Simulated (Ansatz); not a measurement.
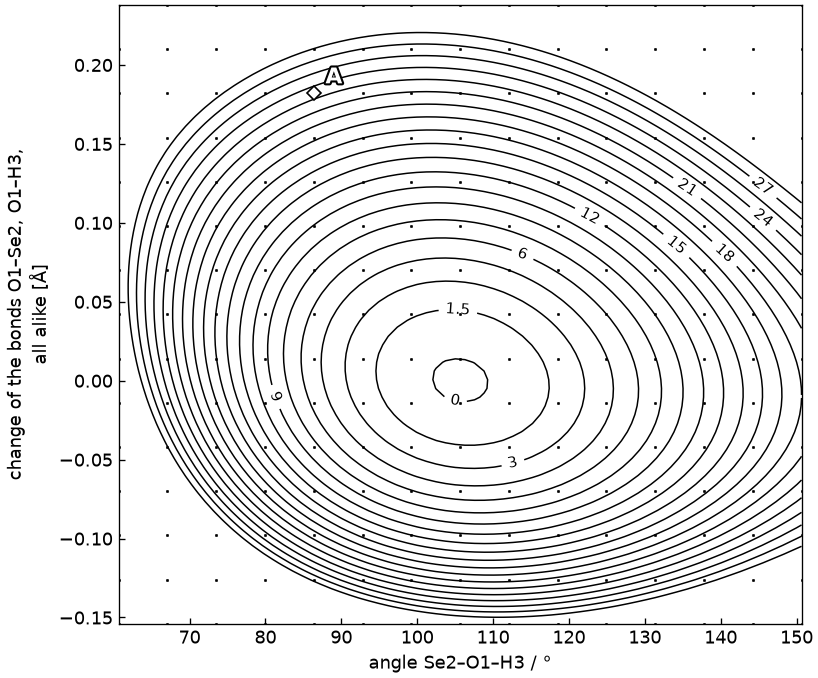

HOSe, SMILES O[Se-], charge −1. Coordinates scanned: (1) angle Se2–O1–H3; (2) change of the bonds O1–Se2, O1–H3, all alike. Nothing is relaxed (all other coordinates rigid). The scan uses a 15 × 15 grid. Points are written as (first, second). All energies are given in kcal/mol relative to the lowest grid point. Method: RHF/def2-TZVPD in Ansatz 0.2.0.

The picture shows contour lines labelled in kcal/mol (none above 28.5), dots at the grid points, the point A. Between grid points the surface is interpolated.

> Is A at rest? If not, where is it pushed?

A, at (86.4°, 0.182 Å), is not a stationary point. The computed force is 0.32 kcal/mol for each degree towards larger values of angle Se2–O1–H3 and 181 kcal/mol for each Å towards smaller values of the second coordinate.
